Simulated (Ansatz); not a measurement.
A series of calculations on ZrSiH5OF3

## 1. Relaxation

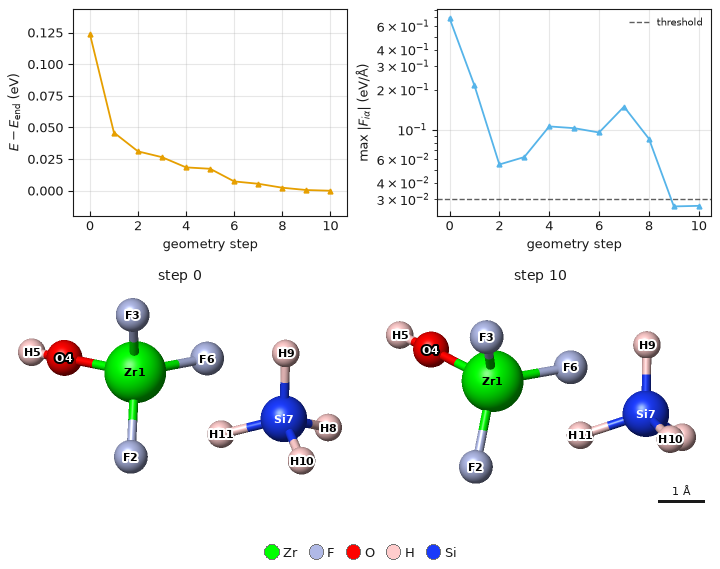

First and last geometry of a relaxation of ZrSiH5OF3, with the history of the run. The picture is a ball-and-stick view, seen at a tilt.

The run prepares an end point of a later path (reaction) calculation, from a guessed geometry.

The calculation used RKS PBE/def2-SVP (Ansatz 0.2.0). Settings: no spin polarisation; force threshold 0.03 eV/Å; at most 50 steps.

> Read the history and describe the run.

It converged. The atom that moves furthest after the best rigid fit is F3 (0.55 Å). Largest moves by element: F 0.55 Å, H 0.52 Å, O 0.24 Å, Zr 0.21 Å, Si 0.12 Å. Near-neighbour distances that change, for instance: Zr1–H11 2.647 → 2.720 Å, Zr1–F2 1.955 → 1.921 Å, Si7–H11 1.478 → 1.510 Å, Si7–H10 1.511 → 1.501 Å. Bond angles that change, for instance: Zr1–O4–H5 172.8° → 178.0°. After 10 geometry steps the energy has fallen by 0.124 eV. Largest force component: 0.69 eV/Å at the start, 0.027 eV/Å at the end.

## 2. Relaxation

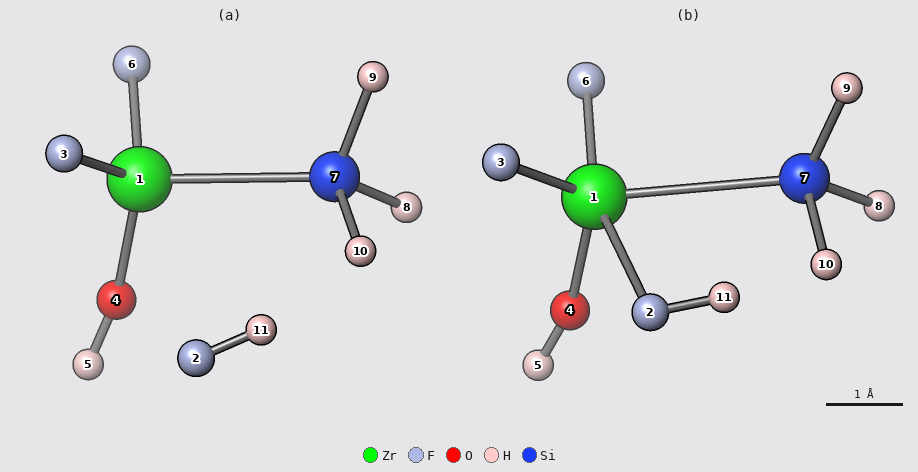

The structure of ZrSiH5OF3 before (left) and after (right) a relaxation, at one scale.

A ball-and-stick model, seen at a tilt.

The run prepares an end point of a later path (reaction) calculation, from a guessed geometry.

The calculation used Ansatz 0.2.0, RKS PBE/def2-SVP. Settings: no spin polarisation; force threshold 0.03 eV/Å; at most 50 steps.

Q: Describe what moved and what it gained.

A: The largest move after the best rigid fit is that of F2, 0.63 Å. By element the largest moves are F 0.63 Å, H 0.49 Å, Zr 0.29 Å, O 0.16 Å, Si 0.15 Å. Some distances before and after: Zr1–F2 3.169 → 2.367 Å, Zr1–H11 3.269 → 2.715 Å, Zr1–Si7 2.646 → 2.821 Å, F2–H11 0.938 → 0.993 Å. New bonds form, among them: Zr1–F2 (3.17 → 2.37 Å). Bond angles that change, for instance: F3–Zr1–Si7 108.0° → 119.6°, Zr1–Si7–H10 112.3° → 103.0°, F3–Zr1–F6 109.7° → 102.2°. Over 9 accepted moves (11 points after the start) the energy falls by 37.3 kJ/mol. Largest force component: 0.95 eV/Å at the start, 0.014 eV/Å at the end. The line search rejected the trial steps at points 6, 9 of the run. Cost: 20 s on 4 threads of Intel(R) Xeon(R) CPU @ 2.60GHz (Ice Lake) (shared host), peak memory 0.21 GiB.

## 3. Path

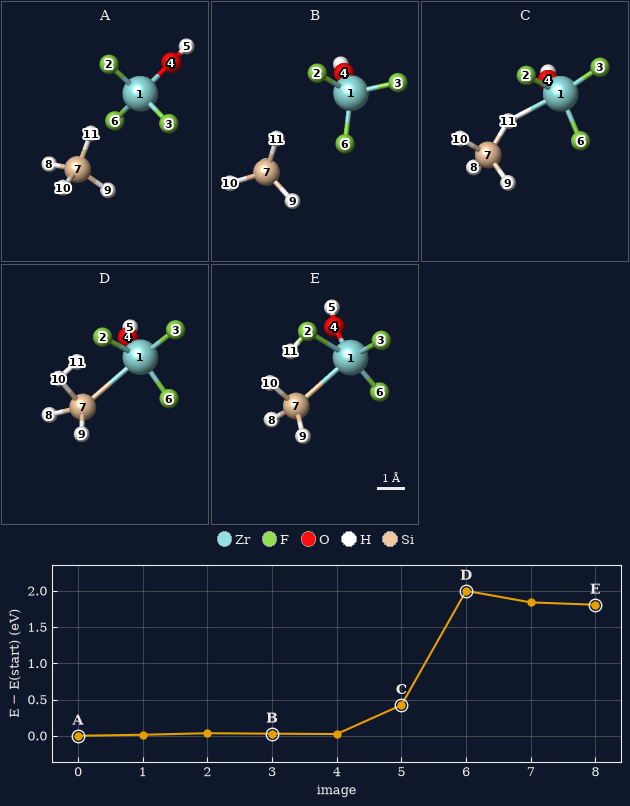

A nudged-elastic-band calculation for ZrSiH$_{5}$OF$_{3}$, made up at the start of ZrHOF₃ and SiH4. Images are numbered from 0 (start) to 8 (end). Frames A to E are images 0, 3, 5, 6, 8. Style: ball-and-stick. Shown from a free direction.

These are results of RKS PBE/def2-SVP (Ansatz 0.2.0), not measurements. Run with 7 movable images; climbing image; force threshold 0.05 eV/Å; iteration limit 60; starting path through a guess of the saddle point.

Q: Describe the mechanism and the energy profile.

A: The energy climbs by 2.00 eV to image 6 and then falls by 0.19 eV, so the end point sits at +1.81 eV. The path has more than one stage, and so few images may leave a stage unresolved. Breaking: Si7–H11 (1.51 → 1.92 at the top → 2.23 Å). Forming: F2–H11 (2.71 → 1.35 at the top → 0.99 Å), Zr1–Si7 (3.80 → 2.93 at the top → 2.82 Å). The band converged in 41 iterations. The largest component of the band force went from 7.2 to 0.048 eV/Å. The climbing image converged on the top of the path. Its vibrational analysis gives one imaginary mode (331i cm⁻¹), as a transition state must have.

Limits of the set-up: the start holds two separate molecules, 2.7 Å apart at their closest, whose relative position is a soft coordinate and is computed without a dispersion correction.

The run took 6.5 min on 4 threads of Intel(R) Xeon(R) CPU @ 2.60GHz (Ice Lake), on a shared host, peak memory 0.2 GiB.
